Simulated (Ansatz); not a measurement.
The figure comes from a scan of KI (rock salt): volume and axial ratio are varied about the relaxed values (subscript 0). Method: r2SCAN (plane waves to 500 eV, PAW, scalar-relativistic; Ansatz, a quantum-chemistry and plane-wave program). k mesh 8×8×8 (Γ-centred), Fermi-Dirac smearing 0.05 eV. E stands for the smeared free energy. KI was relaxed with its symmetry unable to fall. Spin-orbit coupling is left out, though I is heavy. ΔE is measured from the relaxed starting cell.

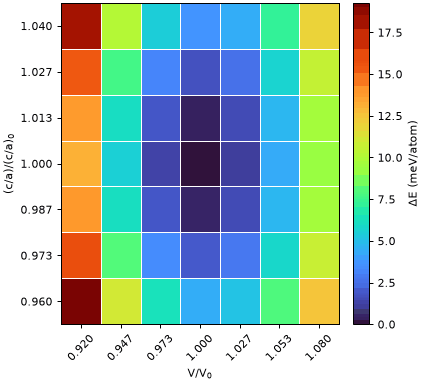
Figure: ΔE (meV/atom), one tile a computed point.

Question: Turn the plot into a table (rounded to what can be read).

Answer: To the nearest 2:

ΔE (meV/atom), with V/V₀ across and (c/a)/(c/a)₀ down:

| (c/a)/(c/a)₀ \ V/V₀ | 0.920 | 0.947 | 0.973 | 1.000 | 1.027 | 1.053 | 1.080 |
|---|---|---|---|---|---|---|---|
| 0.960 | 20 | 12 | 6 | 4 | 6 | 8 | 12 |
| 0.973 | 16 | 8 | 4 | 2 | 2 | 6 | 10 |
| 0.987 | 14 | 6 | 2 | 0 | 2 | 4 | 10 |
| 1.000 | 14 | 6 | 2 | 0 | 2 | 4 | 10 |
| 1.013 | 14 | 6 | 2 | 0 | 2 | 4 | 10 |
| 1.027 | 16 | 8 | 4 | 2 | 2 | 6 | 10 |
| 1.040 | 18 | 10 | 6 | 4 | 4 | 8 | 12 |

(A scan under strain: stresses follow from slopes of the energy per volume, elastic moduli from its curvatures.)
